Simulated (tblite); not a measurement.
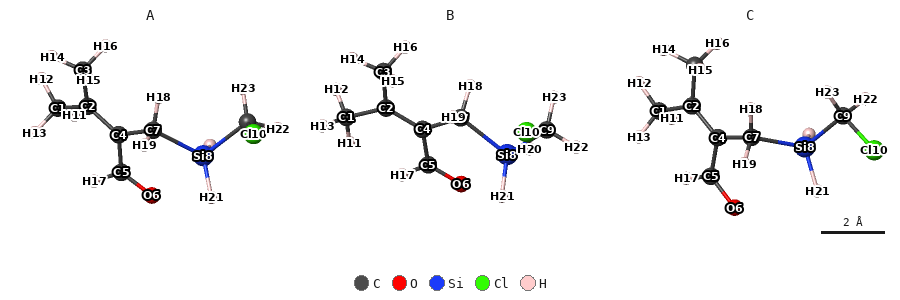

3 geometries from one relaxation of C7H13ClOSi, in shuffled order. A ball-and-stick model, seen at a tilt.

Method: tblite 0.8.0, GFN2-xTB geometry optimisation, gas phase. 

Question: Order the frames from highest to lowest energy.

Answer: C, A, B. They are steps 0, 86, 197, at +20.6 kcal/mol, +2.22 kcal/mol relative to the last. The energy falls by 20.6 kcal/mol in 197 geometry steps. Cl10 moves most after the best rigid fit: 1.81 Å. By element the largest moves are Cl 1.81 Å, H 1.77 Å, O 1.35 Å, C 0.88 Å, Si 0.28 Å. Near-neighbour distances that change, for instance: O6–Si8 3.089 → 2.285 Å, Si8–C9 1.861 → 1.935 Å, C7–Si8 1.862 → 1.913 Å, C9–H23 1.138 → 1.087 Å. Among the angles between lasting bonds that change: H20–Si8–H21 107.8° → 120.7°, C7–Si8–C9 108.3° → 100.0°, C2–C4–C5 116.6° → 123.7°. Groups turn about C4–C7 by about 65°, C1–C2 by about 55°, Si8–C9 by about 50°.
